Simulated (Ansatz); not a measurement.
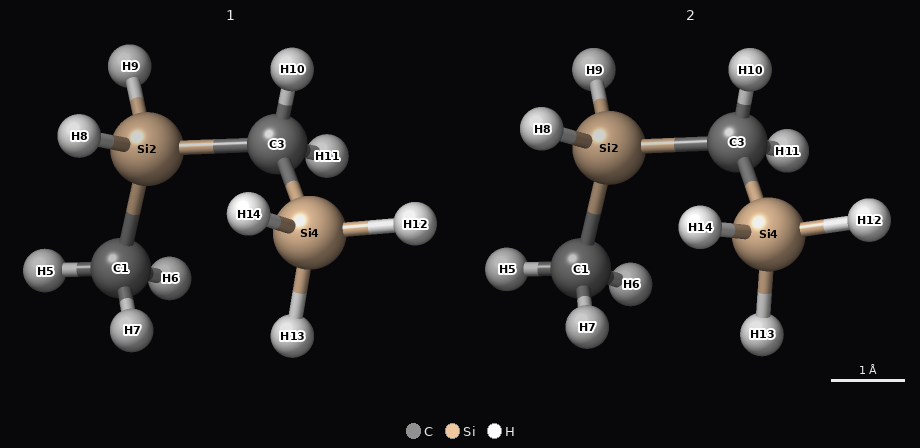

Two geometries of C2H10Si2, drawn at one scale. One is the start of a relaxation, the other its converged end. A ball-and-stick model, seen from a free direction.

Theory: RKS PBE0-D4/def2-TZVP (Ansatz). Set-up: force threshold 0.005 eV/Å; at most 150 steps.

Which geometry has the lower energy?

Answer. Structure 2 is the relaxed one. The start comes from PBE-D4/def2-SVP. H14 moves most after the best rigid fit: 0.26 Å. By element the largest moves are H 0.26 Å, C 0.09 Å, Si 0.08 Å. Near-neighbour distances that change, for instance: Si2–C3 1.898 → 1.875 Å, C1–Si2 1.890 → 1.870 Å, Si2–H8 1.508 → 1.490 Å, C3–H10 1.112 → 1.096 Å. After 12 geometry steps the energy has fallen by 1.17 kcal/mol. The largest force component goes from 0.48 to 0.0015 eV/Å. The forces were under the threshold at step 4, but the run went on from there.
